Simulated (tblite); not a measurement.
## CH9ClO2Si3: geometry relaxation (part 4 of 4)

CH9ClO2Si3; GFN2-xTB geometry optimisation, gas phase (tblite 0.8.0). 

Geometry of the input (Å):
```
O  -0.6625  0.8699  -1.6288
Si -1.0293  0.4917  -0.0540
Si -2.7548  -1.0526  0.0967
C  0.4534  -0.2857  0.8421
O  1.6384  0.5031  1.0163
Si 2.8653  0.4208  -0.1102
Cl 2.4762  1.8870  -1.4871
H  -0.0032  1.5800  -1.7597
H  -1.4009  1.7463  0.6402
H  -2.3726  -2.3261  -0.5585
H  -3.0570  -1.3455  1.5212
H  -4.0050  -0.5313  -0.5470
H  0.1136  -0.5207  1.8795
H  0.6995  -1.2623  0.3892
H  4.1710  0.7247  0.5333
H  2.8602  -0.8903  -0.7844
```

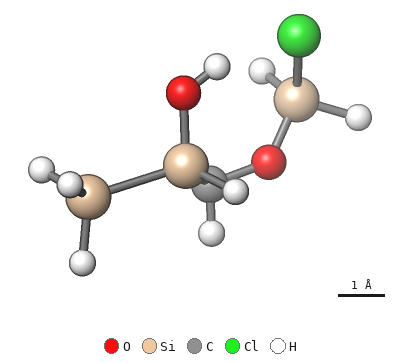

**Figure 1.** The geometry at step 101 of the log (ball-and-stick view, seen at a tilt).

Trajectory as extended XYZ, continued
```
16
Properties=species:S:1:pos:R:3:forces:R:3 step=87 energy=-673.17218
O    -0.6353    0.6979   -1.4504   -0.0010   0.0010  -0.0060
Si   -0.9990    0.4377    0.1049    0.0160  -0.0190   0.0010
Si   -2.8289   -0.9512    0.0147   -0.0340  -0.0020  -0.0200
C     0.4895   -0.4201    0.9771    0.0150   0.0010   0.0080
O     1.6791    0.3472    0.8830   -0.0150  -0.0140  -0.0060
Si    2.8281    0.5322   -0.2100   -0.0150   0.0090   0.0110
Cl    2.2860    1.8155   -1.6999   -0.0090  -0.0010   0.0050
H     0.1634    1.1514   -1.7434   -0.0170   0.0070  -0.0030
H    -1.1313    1.7206    0.8125    0.0120   0.0210   0.0030
H    -2.6133   -2.2146   -0.7026   -0.0040   0.0200   0.0060
H    -3.2917   -1.3325    1.3546    0.0120   0.0030   0.0000
H    -3.9668   -0.2931   -0.6330    0.0140  -0.0210   0.0050
H     0.3017   -0.5508    2.0453    0.0000  -0.0060  -0.0110
H     0.6766   -1.4141    0.5576    0.0030   0.0180   0.0090
H     3.8528    1.1829    0.5820    0.0000  -0.0060  -0.0050
H     3.1816   -0.7001   -0.9039    0.0230  -0.0110   0.0040
16
Properties=species:S:1:pos:R:3:forces:R:3 step=90 energy=-673.17245
O    -0.6354    0.6907   -1.4520   -0.0060  -0.0060   0.0020
Si   -0.9965    0.4295    0.1040   -0.0090   0.0130   0.0030
Si   -2.8354   -0.9487    0.0154    0.0150   0.0100   0.0090
C     0.4933   -0.4263    0.9736   -0.0090  -0.0040  -0.0020
O     1.6778    0.3470    0.8834    0.0060   0.0090   0.0050
Si    2.8284    0.5393   -0.2060    0.0070  -0.0110  -0.0080
Cl    2.2838    1.8090   -1.7061   -0.0120   0.0010   0.0050
H     0.1634    1.1434   -1.7453   -0.0120   0.0100  -0.0070
H    -1.1259    1.7144    0.8121    0.0150  -0.0020  -0.0080
H    -2.6316   -2.2122   -0.7022   -0.0010   0.0000  -0.0070
H    -3.2951   -1.3262    1.3571    0.0050   0.0000   0.0040
H    -3.9657   -0.2791   -0.6282   -0.0220  -0.0060  -0.0120
H     0.3050   -0.5646    2.0401   -0.0010  -0.0030   0.0090
H     0.6852   -1.4160    0.5486    0.0060  -0.0120  -0.0010
H     3.8444    1.2027    0.5862   -0.0010  -0.0040  -0.0010
H     3.1966   -0.6941   -0.8923    0.0180   0.0030   0.0110
16
Properties=species:S:1:pos:R:3:forces:R:3 step=92 energy=-673.17290
O    -0.6369    0.6823   -1.4562   -0.0060  -0.0050   0.0060
Si   -0.9944    0.4219    0.1011   -0.0210   0.0270  -0.0010
Si   -2.8443   -0.9434    0.0180    0.0480   0.0120   0.0470
C     0.4969   -0.4359    0.9659   -0.0170  -0.0050  -0.0050
O     1.6752    0.3474    0.8847    0.0180   0.0130   0.0030
Si    2.8301    0.5471   -0.1988    0.0170  -0.0090  -0.0140
Cl    2.2802    1.7987   -1.7125   -0.0100  -0.0040   0.0090
H     0.1610    1.1359   -1.7510   -0.0150   0.0050  -0.0060
H    -1.1146    1.7090    0.8089    0.0140  -0.0180  -0.0120
H    -2.6565   -2.2079   -0.7001    0.0060  -0.0160  -0.0150
H    -3.2952   -1.3168    1.3650    0.0020   0.0050  -0.0150
H    -3.9709   -0.2662   -0.6204   -0.0450   0.0100  -0.0180
H     0.3075   -0.5872    2.0304    0.0000   0.0030   0.0120
H     0.6975   -1.4190    0.5311   -0.0010  -0.0260  -0.0080
H     3.8322    1.2288    0.5949    0.0020   0.0020   0.0060
H     3.2246   -0.6856   -0.8724    0.0070   0.0070   0.0120
16
Properties=species:S:1:pos:R:3:forces:R:3 step=94 energy=-673.17370
O    -0.6405    0.6803   -1.4696   -0.0110  -0.0080  -0.0010
Si   -0.9920    0.4182    0.0887   -0.0110   0.0140   0.0010
Si   -2.8537   -0.9327    0.0291    0.0340   0.0020   0.0410
C     0.4968   -0.4544    0.9446   -0.0050   0.0030  -0.0040
O     1.6685    0.3428    0.8870    0.0180  -0.0070  -0.0060
Si    2.8345    0.5570   -0.1824    0.0140   0.0020  -0.0070
Cl    2.2778    1.7770   -1.7193   -0.0050  -0.0050   0.0070
H     0.1587    1.1307   -1.7668   -0.0200  -0.0040  -0.0020
H    -1.0899    1.7058    0.7984    0.0050  -0.0170  -0.0050
H    -2.6884   -2.2011   -0.6878    0.0170  -0.0170  -0.0130
H    -3.2843   -1.3000    1.3851    0.0000   0.0090  -0.0240
H    -3.9898   -0.2585   -0.5974   -0.0300   0.0200  -0.0060
H     0.3006   -0.6298    2.0045    0.0100   0.0120   0.0020
H     0.7109   -1.4265    0.4914   -0.0200  -0.0150  -0.0100
H     3.8071    1.2707    0.6181    0.0110   0.0150   0.0190
H     3.2761   -0.6706   -0.8350   -0.0060  -0.0030   0.0080
16
Properties=species:S:1:pos:R:3:forces:R:3 step=96 energy=-673.17396
O    -0.6414    0.6855   -1.4733   -0.0150  -0.0110  -0.0060
Si   -0.9922    0.4226    0.0847    0.0050  -0.0080   0.0000
Si   -2.8519   -0.9297    0.0339   -0.0180  -0.0020  -0.0190
C     0.4936   -0.4580    0.9384    0.0060   0.0090  -0.0050
O     1.6673    0.3372    0.8858    0.0080  -0.0150  -0.0040
Si    2.8358    0.5572   -0.1796    0.0070   0.0090   0.0070
Cl    2.2779    1.7726   -1.7191   -0.0040   0.0010   0.0000
H     0.1609    1.1303   -1.7707   -0.0210  -0.0010  -0.0020
H    -1.0830    1.7080    0.7961    0.0000   0.0040   0.0060
H    -2.6849   -2.1994   -0.6831    0.0160   0.0020  -0.0020
H    -3.2796   -1.2981    1.3890   -0.0010   0.0040   0.0010
H    -3.9975   -0.2633   -0.5899    0.0130   0.0040   0.0120
H     0.2948   -0.6354    1.9975    0.0120   0.0090   0.0030
H     0.7063   -1.4300    0.4836   -0.0220  -0.0010  -0.0090
H     3.8004    1.2769    0.6252    0.0130   0.0140   0.0170
H     3.2859   -0.6675   -0.8298    0.0010  -0.0180   0.0000
16
Properties=species:S:1:pos:R:3:forces:R:3 step=99 energy=-673.17460
O    -0.6477    0.6757   -1.4771   -0.0180  -0.0080  -0.0040
Si   -0.9918    0.4169    0.0830   -0.0010   0.0020   0.0070
Si   -2.8592   -0.9247    0.0362    0.0090  -0.0110  -0.0190
C     0.4964   -0.4654    0.9297    0.0030  -0.0130   0.0020
O     1.6685    0.3322    0.8813   -0.0040  -0.0130   0.0130
Si    2.8429    0.5660   -0.1738    0.0190  -0.0250   0.0030
Cl    2.2756    1.7640   -1.7238    0.0040  -0.0030   0.0040
H     0.1552    1.1179   -1.7754   -0.0070   0.0060  -0.0140
H    -1.0724    1.7026    0.7956   -0.0050   0.0060   0.0010
H    -2.6967   -2.1950   -0.6823    0.0050   0.0160   0.0050
H    -3.2821   -1.2891    1.3929   -0.0070  -0.0060   0.0140
H    -4.0032   -0.2498   -0.5793    0.0030   0.0040  -0.0010
H     0.3000   -0.6496    1.9888    0.0110   0.0040  -0.0190
H     0.7061   -1.4349    0.4663   -0.0030   0.0220   0.0100
H     3.7905    1.3031    0.6387   -0.0110  -0.0060  -0.0110
H     3.3104   -0.6608   -0.8124    0.0010   0.0240   0.0100
16
Properties=species:S:1:pos:R:3:forces:R:3 step=101 energy=-673.17492
O    -0.6553    0.6721   -1.4845   -0.0080   0.0010   0.0010
Si   -0.9911    0.4156    0.0781    0.0010   0.0050   0.0070
Si   -2.8630   -0.9204    0.0389    0.0100  -0.0030   0.0060
C     0.4972   -0.4722    0.9201    0.0000  -0.0020   0.0020
O     1.6691    0.3257    0.8824   -0.0010  -0.0040   0.0100
Si    2.8481    0.5693   -0.1652    0.0010  -0.0140   0.0010
Cl    2.2730    1.7528   -1.7232    0.0100  -0.0030   0.0020
H     0.1441    1.1192   -1.7848   -0.0080  -0.0030  -0.0160
H    -1.0590    1.7023    0.7902   -0.0120   0.0050   0.0000
H    -2.7051   -2.1913   -0.6784    0.0040   0.0070   0.0010
H    -3.2757   -1.2804    1.4008   -0.0080  -0.0080   0.0020
H    -4.0124   -0.2474   -0.5687    0.0080   0.0080  -0.0030
H     0.3006   -0.6646    1.9771   -0.0070  -0.0050  -0.0050
H     0.7067   -1.4374    0.4489    0.0060   0.0080   0.0040
H     3.7814    1.3205    0.6502   -0.0070  -0.0010  -0.0060
H     3.3335   -0.6548   -0.7931    0.0090   0.0100  -0.0050
16
Properties=species:S:1:pos:R:3:forces:R:3 step=103 energy=-673.17504
O    -0.6581    0.6710   -1.4891   -0.0010   0.0040   0.0030
Si   -0.9903    0.4146    0.0745    0.0000   0.0030   0.0010
Si   -2.8651   -0.9179    0.0423   -0.0010   0.0060   0.0130
C     0.4977   -0.4769    0.9132    0.0010   0.0070   0.0030
O     1.6683    0.3233    0.8841    0.0060   0.0000   0.0010
Si    2.8501    0.5712   -0.1593   -0.0050   0.0060   0.0010
Cl    2.2738    1.7457   -1.7239    0.0080  -0.0050   0.0020
H     0.1410    1.1181   -1.7910   -0.0140  -0.0090  -0.0120
H    -1.0540    1.7013    0.7868   -0.0110   0.0040   0.0010
H    -2.7134   -2.1892   -0.6745    0.0070  -0.0010  -0.0020
H    -3.2732   -1.2758    1.4066   -0.0050  -0.0070  -0.0050
H    -4.0168   -0.2441   -0.5612    0.0160   0.0060   0.0010
H     0.2996   -0.6768    1.9681   -0.0140  -0.0070   0.0070
H     0.7103   -1.4381    0.4363    0.0030  -0.0030  -0.0040
H     3.7742    1.3323    0.6566   -0.0030   0.0020   0.0010
H     3.3483   -0.6498   -0.7811    0.0110  -0.0070  -0.0110
16
Properties=species:S:1:pos:R:3:forces:R:3 step=105 energy=-673.17533
O    -0.6650    0.6641   -1.4966    0.0040   0.0070   0.0070
Si   -0.9883    0.4098    0.0695   -0.0040   0.0060  -0.0080
Si   -2.8713   -0.9109    0.0508   -0.0120   0.0140   0.0100
C     0.5005   -0.4885    0.8985    0.0000   0.0080   0.0040
O     1.6677    0.3166    0.8859    0.0130   0.0080  -0.0040
Si    2.8553    0.5784   -0.1476   -0.0010   0.0250   0.0010
Cl    2.2764    1.7293   -1.7285    0.0000  -0.0090   0.0000
H     0.1350    1.1052   -1.8047   -0.0160  -0.0090  -0.0070
H    -1.0452    1.6966    0.7824   -0.0040   0.0020   0.0000
H    -2.7343   -2.1825   -0.6677    0.0070  -0.0060  -0.0050
H    -3.2746   -1.2663    1.4171   -0.0020  -0.0080  -0.0050
H    -4.0221   -0.2269   -0.5440    0.0220   0.0010   0.0020
H     0.2992   -0.7055    1.9492   -0.0130  -0.0070   0.0190
H     0.7187   -1.4410    0.4080   -0.0010  -0.0150  -0.0110
H     3.7540    1.3663    0.6710    0.0000  -0.0020   0.0070
H     3.3863   -0.6357   -0.7548    0.0080  -0.0150  -0.0110
16
Properties=species:S:1:pos:R:3:forces:R:3 step=108 energy=-673.17563
O    -0.6723    0.6573   -1.4965   -0.0040   0.0020   0.0000
Si   -0.9865    0.4083    0.0719    0.0020   0.0040   0.0000
Si   -2.8734   -0.9059    0.0542    0.0030  -0.0030   0.0030
C     0.5028   -0.4941    0.8964   -0.0040   0.0000  -0.0020
O     1.6722    0.3080    0.8864   -0.0030   0.0030   0.0030
Si    2.8592    0.5821   -0.1445   -0.0030   0.0020  -0.0010
Cl    2.2734    1.7191   -1.7320   -0.0080  -0.0040  -0.0100
H     0.1265    1.0926   -1.8143    0.0020   0.0030  -0.0050
H    -1.0395    1.6959    0.7838    0.0010   0.0010  -0.0020
H    -2.7380   -2.1754   -0.6697    0.0010   0.0040   0.0010
H    -3.2813   -1.2653    1.4174   -0.0030  -0.0090   0.0050
H    -4.0179   -0.2127   -0.5398    0.0040   0.0030  -0.0050
H     0.2987   -0.7154    1.9464    0.0060   0.0000   0.0010
H     0.7181   -1.4457    0.4016   -0.0010  -0.0020  -0.0010
H     3.7412    1.3868    0.6755    0.0080  -0.0050   0.0100
H     3.4093   -0.6266   -0.7482    0.0000   0.0010   0.0030
16
Properties=species:S:1:pos:R:3:forces:R:3 step=110 energy=-673.17569
O    -0.6715    0.6600   -1.4929   -0.0050   0.0010  -0.0030
Si   -0.9870    0.4114    0.0752    0.0040  -0.0040   0.0040
Si   -2.8701   -0.9085    0.0509    0.0070  -0.0060   0.0070
C     0.5017   -0.4891    0.9039    0.0020  -0.0020   0.0000
O     1.6739    0.3092    0.8870   -0.0080  -0.0030   0.0010
Si    2.8575    0.5783   -0.1495   -0.0080  -0.0060   0.0010
Cl    2.2704    1.7245   -1.7300   -0.0050  -0.0020  -0.0070
H     0.1253    1.0982   -1.8114    0.0040   0.0030  -0.0030
H    -1.0428    1.6992    0.7859    0.0000   0.0050   0.0000
H    -2.7265   -2.1767   -0.6739    0.0000   0.0040   0.0020
H    -3.2825   -1.2713    1.4122   -0.0010  -0.0060  -0.0010
H    -4.0137   -0.2189   -0.5485    0.0000   0.0040  -0.0040
H     0.2984   -0.7025    1.9560    0.0080   0.0020  -0.0110
H     0.7137   -1.4452    0.4154   -0.0020   0.0090   0.0030
H     3.7501    1.3729    0.6690    0.0060  -0.0040   0.0070
H     3.3954   -0.6324   -0.7609   -0.0010   0.0050   0.0050
16
Properties=species:S:1:pos:R:3:forces:R:3 step=112 energy=-673.17574
O    -0.6733    0.6626   -1.4942    0.0020   0.0050   0.0000
Si   -0.9875    0.4134    0.0743    0.0010  -0.0020  -0.0020
Si   -2.8682   -0.9098    0.0521   -0.0030   0.0010   0.0040
C     0.5009   -0.4870    0.9032    0.0030   0.0000   0.0020
O     1.6733    0.3107    0.8882    0.0000   0.0010  -0.0050
Si    2.8575    0.5765   -0.1486    0.0010   0.0040   0.0020
Cl    2.2725    1.7254   -1.7282   -0.0040  -0.0040  -0.0020
H     0.1222    1.1032   -1.8135   -0.0030  -0.0030   0.0030
H    -1.0460    1.7014    0.7842    0.0020   0.0040   0.0010
H    -2.7226   -2.1776   -0.6724    0.0010  -0.0020   0.0000
H    -3.2806   -1.2734    1.4133    0.0000  -0.0040  -0.0030
H    -4.0133   -0.2229   -0.5484    0.0050   0.0020   0.0000
H     0.2975   -0.7013    1.9549    0.0010   0.0000  -0.0030
H     0.7132   -1.4427    0.4144   -0.0020   0.0030  -0.0010
H     3.7552    1.3657    0.6704   -0.0030  -0.0060   0.0000
H     3.3916   -0.6352   -0.7610   -0.0020   0.0020   0.0040
```

Results in brief

- outcome: converged
- total energy: −673.1757 eV
- hardware: 1 CPU thread, shared host
- wall time: 1.1 s
- peak memory: 0.18 GiB
